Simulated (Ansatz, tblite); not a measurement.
# SiHMe2(OSiMe3) (C₅H₁₆OSi₂): one state, many levels

Aim: run the singlet of SiHMe2(OSiMe3) (C₅H₁₆OSi₂) at one geometry on many levels, and compare frontier levels, spin and run time.

Computed with Ansatz 0.2.0, Gaussian basis. Level: as each input shows.

The runs, in order: GFN1-xTB, GFN2-xTB, PBE-D4/def2-TZVP, r2SCAN-D4/def2-TZVP, PBE-QIDH/def2-TZVP, LC-ωPBE/def2-TZVP, revPBE-D4/def2-TZVP, LC-ωPBE(0.10)/def2-SVP, LC-ωPBE(0.15)/def2-SVP, LC-ωPBE(0.20)/def2-SVP, LC-ωPBE(0.30)/def2-SVP, PBE-D4/def2-SVP, PBE0-D4/def2-SVP, HF/STO-3G, PBE0-D4/def2-TZVPD, PBE-D4/def2-TZVPD, PBE-QIDH/def2-TZVPD, CCSD(T)/def2-SVP, MP2/def2-TZVP, RPA/def2-TZVP.

2 further runs of the same task are left out: 2 set aside as unsound or not needed.

## 1. The geometry

The singlet was relaxed beforehand with r2SCAN-D4/def2-SVP.

24 atoms, charge 0, spin multiplicity 1.

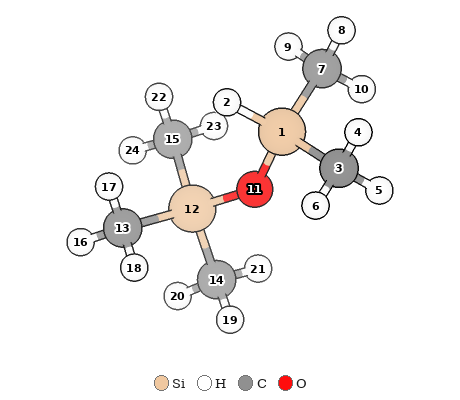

The geometry (silicon light orange, hydrogen white, carbon grey, oxygen red); atoms are numbered from 1 in the order of the file.

PBE0-D4/def2-TZVP was run before; its log isn't repeated, and its numbers join the tables.

## 2. GFN1-xTB

Tight binding, by tblite at 300 K electronic temperature and without a spin-polarisation term:

```python
tblite.interface.Calculator('GFN1-xTB', numbers, positions, charge=0, uhf=0).singlepoint()
```

Energy -755.4211 eV, HOMO -11.33 eV, LUMO -3.97 eV; 0.021 s.

## 3. GFN2-xTB

Tight binding, by tblite at 300 K electronic temperature and without a spin-polarisation term:

```python
tblite.interface.Calculator('GFN2-xTB', numbers, positions, charge=0, uhf=0).singlepoint()
```

Energy -720.0527 eV, HOMO -10.44 eV, LUMO -4.20 eV; 0.016 s.

## 4. PBE-D4/def2-TZVP

start.molden holds the orbitals of an earlier run on this state, given as this run's starting guess.

File in.yaml:

```yaml
crystal:
  periodic: [false, false, false]
  atoms:
    - {symbol: Si, position_ang: [1.117460, 1.369915, -0.285835]}
    - {symbol: H, position_ang: [1.548896, 1.568645, 1.140008]}
    - {symbol: C, position_ang: [2.617079, 1.353614, -1.402064]}
    - {symbol: H, position_ang: [3.170928, 2.304904, -1.345268]}
    - {symbol: H, position_ang: [2.316377, 1.195788, -2.451092]}
    - {symbol: H, position_ang: [3.307589, 0.541321, -1.124159]}
    - {symbol: C, position_ang: [-0.065352, 2.742895, -0.764010]}
    - {symbol: H, position_ang: [0.422456, 3.729881, -0.702560]}
    - {symbol: H, position_ang: [-0.946616, 2.763101, -0.102209]}
    - {symbol: H, position_ang: [-0.423385, 2.605098, -1.798026]}
    - {symbol: O, position_ang: [0.354324, -0.103113, -0.425650]}
    - {symbol: Si, position_ang: [-0.653914, -1.147708, 0.407404]}
    - {symbol: C, position_ang: [0.315500, -1.938105, 1.805001]}
    - {symbol: C, position_ang: [-1.230135, -2.438998, -0.817778]}
    - {symbol: C, position_ang: [-2.110786, -0.179054, 1.091312]}
    - {symbol: H, position_ang: [-0.301499, -2.656007, 2.370697]}
    - {symbol: H, position_ang: [0.680259, -1.178189, 2.515773]}
    - {symbol: H, position_ang: [1.192871, -2.481594, 1.417218]}
    - {symbol: H, position_ang: [-0.371699, -2.978119, -1.250555]}
    - {symbol: H, position_ang: [-1.891159, -3.182268, -0.342350]}
    - {symbol: H, position_ang: [-1.785835, -1.974572, -1.648581]}
    - {symbol: H, position_ang: [-1.777952, 0.593839, 1.804702]}
    - {symbol: H, position_ang: [-2.667266, 0.325273, 0.283909]}
    - {symbol: H, position_ang: [-2.818132, -0.836495, 1.624122]}
basis:
  gaussian: {orbitals: def2-TZVP, initial_orbitals: start.molden}
hamiltonian: {xc: pbe, dispersion: d4}
scf: {omitted_lower_state_checks: [starts]}
output: {forces: true, orbitals: {seedname: orbitals}}
```

Started as:

```
$ ansatz run in.yaml --threads 2 --pin off --events-out ev --progress --plain --max-ram 32768MiB --backend cuda --devices 0, --max-vram 18GiB
```

The runs that follow: r2SCAN-D4/def2-TZVP; PBE-QIDH/def2-TZVP; LC-ωPBE/def2-TZVP; revPBE-D4/def2-TZVP; LC-ωPBE(0.10)/def2-SVP; LC-ωPBE(0.15)/def2-SVP; LC-ωPBE(0.20)/def2-SVP; LC-ωPBE(0.30)/def2-SVP; PBE-D4/def2-SVP; PBE0-D4/def2-SVP; HF/STO-3G; PBE0-D4/def2-TZVPD; PBE-D4/def2-TZVPD; PBE-QIDH/def2-TZVPD; CCSD(T)/def2-SVP; MP2/def2-TZVP; RPA/def2-TZVP.

**Question.** What will the summary of the whole plan be? Wanted: gap in def2-TZVP, named functionals, smallest and largest; gap over the ω; correlation energy, CCSD(T)/def2-SVP; correlation energy, MP2/def2-TZVP; binding an atom, CCSD(T)/def2-SVP; PBE0 total energy, smallest basis above largest.

The runs gave:

| quantity | value |
| --- | --- |
| gap in def2-TZVP, named functionals, smallest and largest | 6.49 eV (PBE-D4), 13.39 eV (LC-ωPBE) |
| gap over the ω (1/bohr) | 9.70 eV at 0.1, 13.15 eV at 0.3 |
| correlation energy, CCSD(T)/def2-SVP | -33.83 eV |
| correlation energy, MP2/def2-TZVP | -36.14 eV |
| binding an atom, CCSD(T)/def2-SVP | 3.819 eV |
| PBE0 total energy, smallest basis above largest | 14.17 eV (def2-SVP, def2-TZVPD) |

**Reading.** Orbital gaps of the named functionals in def2-TZVP span 6.49 eV (PBE-D4) to 13.39 eV (LC-ωPBE); exact exchange widens it. Raising the ω (1/bohr) from 0.1 to 0.3 moves the HOMO by -2.05 eV and the LUMO by +1.39 eV. A small miss in a minimal or small basis is a cancelling of errors, not accuracy. The functionals in def2-TZVP miss CCSD(T)/def2-SVP by +0.156 (revPBE-D4) to +0.231 eV (PBE-D4) an atom. The yardstick is in a double-zeta basis, so levels in larger sets aren't compared like for like. The reference is CCSD(T) in one finite basis, so it carries an error of its own, often a tenth of an eV or more, and near misses can't be ranked.
